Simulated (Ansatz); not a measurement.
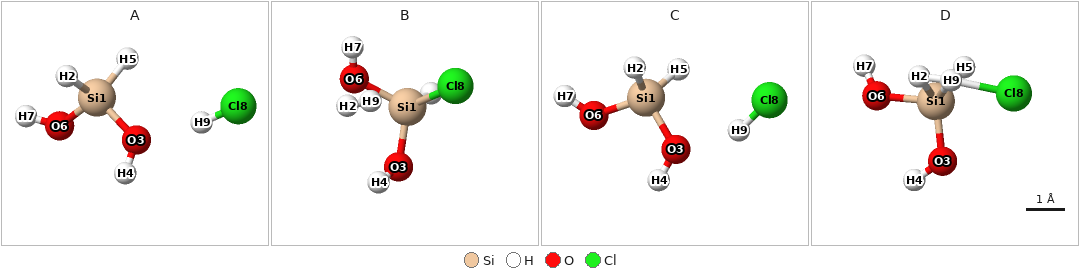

4 geometries from a converged minimum-energy path of SiH₅O₂Cl, shuffled. The picture is a ball-and-stick view, seen at a tilt.

Level of theory: RHF/def2-SVP in Ansatz. Run with 9 movable images; climbing image; force threshold 0.05 eV/Å; iteration limit 60; starting path through a guess of the saddle point.

Question: One of them is the converged climbing image. Which?

Answer: D. In order along the path, whose images run from 0 to 10: A (image 1, +0.1 kcal/mol), C (image 2, +0.7 kcal/mol), D (image 5, +54.4 kcal/mol), B (image 9, −14.7 kcal/mol). Breaking: Cl8–H9 (1.28 → 1.73 at the top → 3.61 Å), Si1–H2 (1.48 → 1.70 at the top → 3.86 Å). Forming: H2–H9 (4.26 → 0.88 at the top → 0.75 Å), Si1–Cl8 (4.54 → 2.58 at the top → 2.08 Å).

Limits of the set-up: Hartree-Fock leaves out electron correlation.

The run took 4.9 min on 1 thread of Arm Neoverse V2, with other jobs on the host, peak memory 0.18 GiB.
